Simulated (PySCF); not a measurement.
NMR shielding calculation, with input and output: CH₉AlN₂Si

- system: CH₉AlN₂Si
- method: GIAO PBE0/pcSseg-1 NMR shielding, non-relativistic, gas phase (PySCF 2.14.0)

The geometry comes from this level: GFN2-xTB. It belongs to a series of runs on one base structure; here: H on Si replaced by NH2. Figures and captions count atoms from 1; the log counts them from 0 in places.

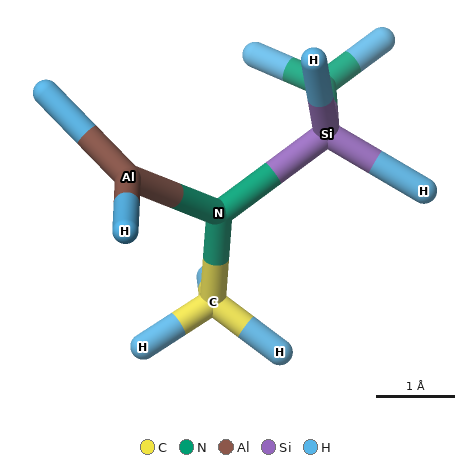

**Figure 1.** The structure as given in the input (stick view, seen at a tilt). Sticks mark near contacts.

**Results in brief**

```json
{"quantity": "outcome", "value": "converged"}
{"quantity": "total energy", "value": "−684.533264 hartree"}
{"quantity": "HOMO", "value": "−6.56 eV"}
{"quantity": "LUMO", "value": "−1.24 eV"}
{"quantity": "dipole moment", "value": "1.44 D"}
{"quantity": "isotropic shielding, C", "value": "154.7 ppm"}
{"quantity": "isotropic shielding, N", "value": "234.5 to 248.7 ppm"}
{"quantity": "isotropic shielding, Al", "value": "340.9 ppm"}
{"quantity": "isotropic shielding, Si", "value": "396.5 ppm"}
{"quantity": "isotropic shielding, H", "value": "26.5 to 31.5 ppm"}
{"quantity": "hardware", "value": "1 CPU thread, shared host"}
{"quantity": "wall time", "value": "25 s"}
{"quantity": "peak memory", "value": "0.7 GiB"}
```

**Input**
```
{"job": {"kind": "nmr", "xc": "PBE0", "basis": "pcSseg-1"}, "charge": 0, "multiplicity": 1}
C     -1.142031    -1.077054    -0.611120
N     -0.596791     0.108671     0.049669
Al    -1.319439     1.756234     0.086187
Si     0.937033    -0.111216     0.855168
N      2.102099    -0.587699    -0.321229
H     -1.303895    -1.883658     0.107541
H     -2.098823    -0.837240    -1.079099
H     -0.461213    -1.444987    -1.381432
H     -2.470886     2.117018     1.049900
H     -0.840548     2.856601    -0.890344
H      0.909484    -1.211882     1.818905
H      1.112408     1.212750     1.502230
H      2.138658    -0.073681    -1.188149
H      3.033265    -0.824331    -0.020393
```

The first line tells a small driver script what to run in PySCF; the rest is the geometry in Å.

Command:
```bash
OMP_NUM_THREADS=1 python <driver script> task.json out
```

**Log**
```
coarse grid: 12040 points
cycle   1  E = -684.4315423210  dE =  2.100e-01  |g| = 5.964e-01  |ddm| = 3.286e+00
cycle   2  E = -684.3333002191  dE =  9.824e-02  |g| = 8.881e-01  |ddm| = 1.405e+00
cycle   3  E = -684.5090843630  dE = -1.758e-01  |g| = 8.380e-02  |ddm| = 9.639e-01
cycle   4  E = -684.5102158127  dE = -1.131e-03  |g| = 4.482e-02  |ddm| = 9.708e-02
cycle   5  E = -684.5106254949  dE = -4.097e-04  |g| = 7.936e-03  |ddm| = 4.256e-02
cycle   6  E = -684.5106381702  dE = -1.268e-05  |g| = 1.132e-03  |ddm| = 7.402e-03
cycle   7  E = -684.5106384205  dE = -2.504e-07  |g| = 4.283e-04  |ddm| = 1.220e-03
final grid: 105360 points
cycle   8  E = -684.5332502117  dE = -1.328e-05  |g| = 7.859e-03  |ddm| = 1.597e-02
cycle   9  E = -684.5332375595  dE =  1.265e-05  |g| = 1.091e-02  |ddm| = 1.607e-02
cycle  10  E = -684.5332641355  dE = -2.658e-05  |g| = 9.583e-04  |ddm| = 9.712e-03
cycle  11  E = -684.5332643125  dE = -1.770e-07  |g| = 2.281e-04  |ddm| = 7.669e-04
cycle  12  E = -684.5332643225  dE = -9.945e-09  |g| = 6.897e-05  |ddm| = 2.374e-04
cycle  13  E = -684.5332643234  dE = -9.355e-10  |g| = 2.447e-05  |ddm| = 7.562e-05
```

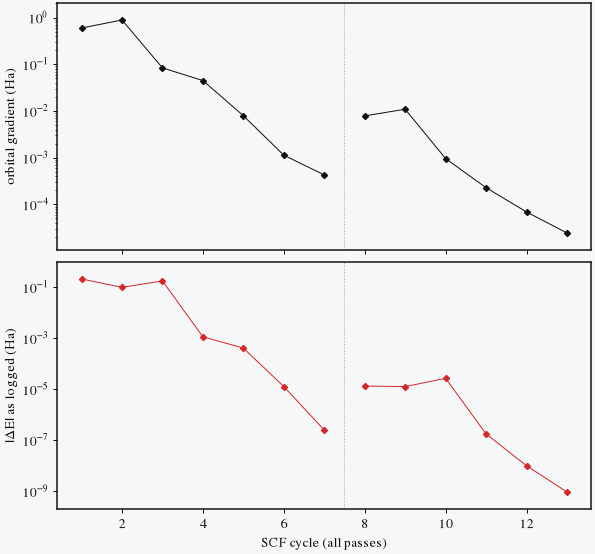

**Figure 2.** Convergence of the self-consistent field: orbital gradient and size of the energy change against the SCF cycle. The dotted line marks the change from a coarse to the final integration grid. The first 7 cycles use a coarse grid, the final grid takes over at cycle 8, and the field converges after 13 cycles in all.

```
converged SCF energy = -684.5332643234

GIAO shielding tensors (ppm)
atom      isotropic    diamagn.    paramagn.     s11        s22        s33       span
  0 C      154.683     241.256     -86.572    128.047    149.997    186.007     57.960
  1 N      234.496     326.809     -92.313    202.814    239.752    260.921     58.108
  2 Al     340.921     795.970    -455.049    262.710    376.072    383.982    121.272
  3 Si     396.543     880.550    -484.006    333.163    402.645    453.822    120.659
  4 N      248.719     317.631     -68.912    206.210    261.045    278.901     72.691
  5 H       28.746      28.505       0.241     24.094     26.462     35.682     11.588
  6 H       28.920      28.885       0.035     23.981     27.064     35.716     11.736
  7 H       28.209      29.195      -0.986     22.561     27.504     34.560     11.999
  8 H       26.707      29.413      -2.706     23.520     24.630     31.972      8.452
  9 H       26.667      29.830      -3.163     23.358     25.083     31.559      8.202
 10 H       26.726      29.841      -3.115     22.967     25.019     32.192      9.225
 11 H       26.471      30.806      -4.336     22.210     25.515     31.687      9.477
 12 H       31.513      32.135      -0.623     24.434     28.440     41.663     17.229
 13 H       31.524      29.607       1.917     24.617     26.764     43.192     18.575
```

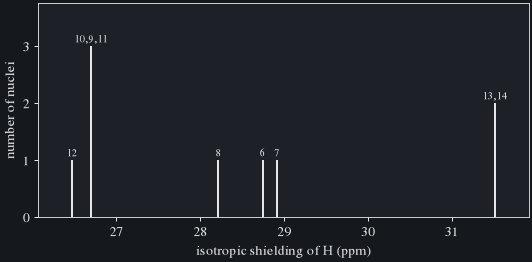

**Figure 3.** Isotropic shieldings of the hydrogen nuclei in this fixed geometry, labelled by atom number; shielding grows to the right, so chemical shift grows to the left. The least shielded is H12 (26.5 ppm), the most shielded H14 (31.5 ppm).

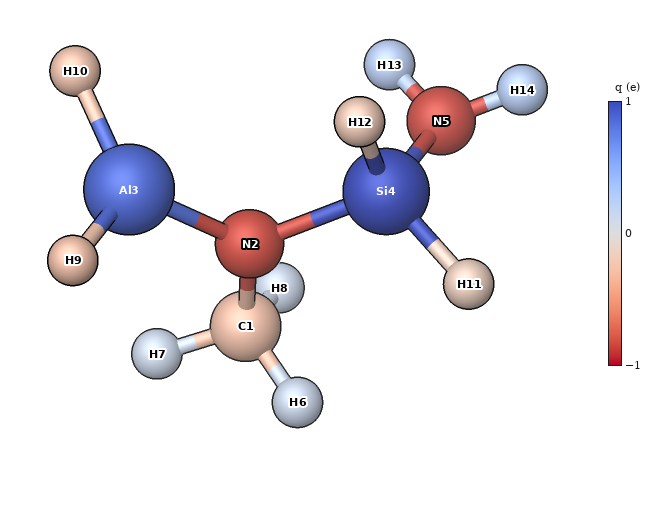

**Figure 4.** IAO charges, as the colour of each atom (ball-and-stick view, seen at a tilt; atoms are numbered from 1 in the order of the input). By element: C −0.29, N −0.85 to −0.83, Al +0.85, Si +1.00 and H −0.24 to +0.26 e.
